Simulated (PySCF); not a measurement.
**AlH3S (SMILES [AlH2][SH]) at CISD/STO-6G**

Aim: the vertical singlet–triplet gap of AlH3S at CISD/STO-6G, from 2 runs. 

The calculation is run with PySCF 2.14.0.

13 further runs of the same task are left out: 1 that didn't finish, 12 set aside as unsound or not needed.

### 1 The system as given

The species is AlH3S (5 atoms), meant as a singlet with charge 0. As SMILES, `[AlH2][SH]`. The coordinates come from a PBE0-D4/def2-TZVP relaxation.

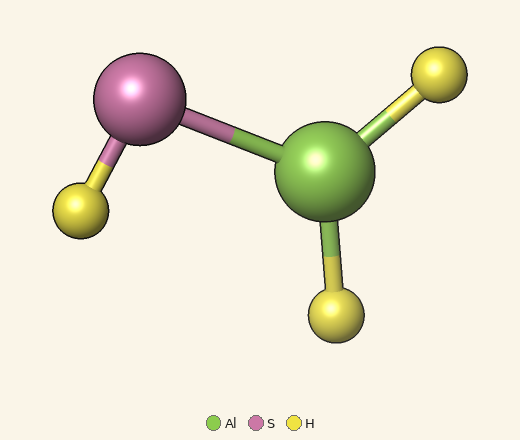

The structure, seen from a chosen angle (aluminium green, sulfur pink, hydrogen yellow).

### 2 A single-point energy at CISD/STO-6G

start.xyz

```xyz
5
AlH3S
Al    -0.616100    -0.064200    -0.181700
S      1.129100    -0.343100     1.096600
H     -1.981700    -0.650100     0.351100
H     -0.441100     0.696000    -1.556400
H      1.959700     0.287800     0.249000
```

input.py

```python
from pyscf import gto, ci

system = gto.M(
    atom='start.xyz',
    max_memory=1860,
    verbose=4,
    basis='sto-6g',
)

mf = system.RHF()
mf.conv_tol = 1e-10
mf.kernel()
if not mf.converged:
    mf = mf.newton().run(mf.mo_coeff, mf.mo_occ)

cisd = ci.CISD(mf, frozen=10)
cisd.kernel()
e_final = cisd.e_tot
print('E = %.10f Eh' % e_final)
```

Run with:

```
$ OMP_NUM_THREADS=1 python input.py
```

The program printed:

```text
PySCF version 2.14.0

[INPUT] num. atoms = 5
[INPUT] num. electrons = 32
[INPUT] charge = 0
[INPUT] spin (= nelec alpha-beta = 2S) = 0
[INPUT] symmetry False subgroup None
[INPUT] Mole.unit = angstrom
[INPUT] Symbol           X                Y                Z      unit          X                Y                Z       unit  Magmom
[INPUT]  1 Al    -0.616100000000  -0.064200000000  -0.181700000000 AA   -1.164260265345  -0.121320417197  -0.343363236833 Bohr   0.0
[INPUT]  2 S      1.129100000000  -0.343100000000   1.096600000000 AA    2.133689767246  -0.648365033338   2.072273668198 Bohr   0.0
[INPUT]  3 H     -1.981700000000  -0.650100000000   0.351100000000 AA   -3.744870261051  -1.228510953580   0.663482842335 Bohr   0.0
[INPUT]  4 H     -0.441100000000   0.696000000000  -1.556400000000 AA   -0.833558193546   1.315249382697  -2.941169740273 Bohr   0.0
[INPUT]  5 H      1.959700000000   0.287800000000   0.249000000000 AA    3.703296286310   0.543863178650   0.470541805017 Bohr   0.0

nuclear repulsion = 73.814899766336
number of shells = 13
number of NR pGTOs = 126
number of NR cGTOs = 21
basis = sto-6g
ecp = {}

******** <class 'pyscf.scf.hf.RHF'> ********
method = RHF
initial guess = minao
damping factor = 0
level_shift factor = 0
DIIS = <class 'pyscf.scf.diis.CDIIS'>
diis_start_cycle = 1
diis_space = 8
diis_damp = 0
SCF conv_tol = 1e-10
SCF conv_tol_grad = None
SCF max_cycles = 50
direct_scf = True
direct_scf_tol = 1e-13
Set gradient conv threshold to 1e-05
Initial guess from minao.
init E= -638.351775630993
  HOMO = -0.307840798735559  LUMO = 0.205478410565235  gap/eV = 13.96813
cycle= 1 E= -638.864963913521  delta_E= -0.513  |g|= 0.296  |ddm|= 2.33
  HOMO = -0.185770326067712  LUMO = 0.291358072523997  gap/eV = 12.98333
cycle= 2 E= -638.908547901885  delta_E= -0.0436  |g|= 0.0577  |ddm|= 0.662
  HOMO = -0.248961199088023  LUMO = 0.31912106047254  gap/eV = 15.45831
cycle= 3 E= -638.910242232738  delta_E= -0.00169  |g|= 0.0135  |ddm|= 0.12
  HOMO = -0.247657662993985  LUMO = 0.315674177658603  gap/eV = 15.32904
cycle= 4 E= -638.910376247596  delta_E= -0.000134  |g|= 0.0019  |ddm|= 0.0366
  HOMO = -0.246861496871609  LUMO = 0.316203502874573  gap/eV = 15.32178
cycle= 5 E= -638.910380011989  delta_E= -3.76e-06  |g|= 0.000573  |ddm|= 0.00613
  HOMO = -0.247028312839421  LUMO = 0.316252772528902  gap/eV = 15.32766
cycle= 6 E= -638.910380427401  delta_E= -4.15e-07  |g|= 7.04e-05  |ddm|= 0.00256
  HOMO = -0.247044131230268  LUMO = 0.31626579076153  gap/eV = 15.32844
cycle= 7 E= -638.910380433359  delta_E= -5.96e-09  |g|= 9.49e-06  |ddm|= 0.00031
  HOMO = -0.247042783010767  LUMO = 0.316266372768802  gap/eV = 15.32842
cycle= 8 E= -638.910380433459  delta_E= -9.94e-11  |g|= 1.86e-06  |ddm|= 4.06e-05
  HOMO = -0.2470430804552  LUMO = 0.316266274646504  gap/eV = 15.32843
Extra cycle  E= -638.910380433462  delta_E= -3.41e-12  |g|= 7.33e-07  |ddm|= 5.22e-06
converged SCF energy = -638.910380433462

******** <class 'pyscf.ci.cisd.RCISD'> ********
CISD nocc = 6, nmo = 11
frozen orbitals 10
max_cycle = 50
direct = 0
conv_tol = 1e-09
max_cycle = 50
max_space = 12
lindep = 0
nroots = 1
Init t2, MP2 energy = -0.0547168262337303
RCISD converged
E(RCISD) = -638.9853151130441  E_corr = -0.07493467958191308
E = -638.9853151130 Eh
```

Wall time 2.5 s (1 thread of AMD EPYC 7R43 (Zen 3), shared host); peak memory 0.097 GiB.

### 3 The triplet

job.py

```python
from pyscf import gto, ci

system = gto.M(
    atom='''
Al    -1.164260    -0.121320    -0.343363
S      2.133690    -0.648365     2.072274
H     -3.744870    -1.228511     0.663483
H     -0.833558     1.315249    -2.941170
H      3.703296     0.543863     0.470542
''',
    verbose=3,
    unit='bohr',
    basis='sto-6g',
    spin=2,
    max_memory=1860,
)

mf = system.UHF()
mf.conv_tol = 1e-10
mf.kernel()
if not mf.converged:
    mf = mf.newton().run(mf.mo_coeff, mf.mo_occ)

cisd = ci.CISD(mf, frozen=10)
cisd.kernel()
e_tot = cisd.e_tot
print('Final energy', e_tot)
```

Run with:

```
$ OMP_NUM_THREADS=1 python job.py
```

The program printed:

```text
WARN: HOMO 0.205478410040715 >= LUMO -0.307840800676781

WARN: HOMO 0.0533167957705556 >= LUMO 0.0535006503704732

converged SCF energy = -638.666760028323  <S^2> = 2.0341503  2S+1 = 3.0226811
E(UCISD) = -638.7332661331503  E_corr = -0.06650610482718582
Final energy -638.7332661331503
```

It took 2.6 s on 1 thread of AMD EPYC 7R43 (Zen 3), shared host; peak memory 0.12 GiB.

### 4 Outcome

At CISD/STO-6G, 10 core orbitals frozen:

| quantity | value |
| --- | --- |
| singlet: total energy | -638.98532 Eh |
| singlet: dipole moment (Hartree–Fock density) | 1.50 D |
| singlet: HOMO energy (Hartree–Fock orbitals) | -6.72 eV |
| singlet: LUMO energy (Hartree–Fock orbitals) | 8.61 eV |
| singlet: HOMO–LUMO gap (Hartree–Fock orbitals) | 15.33 eV |
| singlet: correlation energy (10 core orbitals frozen) | -74.9 mEh |
| triplet: total energy | -638.73327 Eh |
| triplet: dipole moment (Hartree–Fock density) | 5.76 D |
| triplet: HOMO energy (Hartree–Fock orbitals) (highest over α and β) | 0.44 eV |
| triplet: LUMO energy (Hartree–Fock orbitals) (lowest over α and β) | 2.20 eV |
| triplet: correlation energy (10 core orbitals frozen) | -66.5 mEh |
| triplet: ⟨S²⟩ of the reference determinant | 2.034 |
| vertical energy of the triplet above the singlet | 6.859 eV |

In words: At this shape the triplet lies 6.86 eV (662 kJ/mol) above the singlet. In a minimal basis such a difference can be off by several eV, whatever the method. Mulliken charges (triplet) of the mean-field density run from -0.30 on H3 to +0.32 on Al1; they depend strongly on the basis.
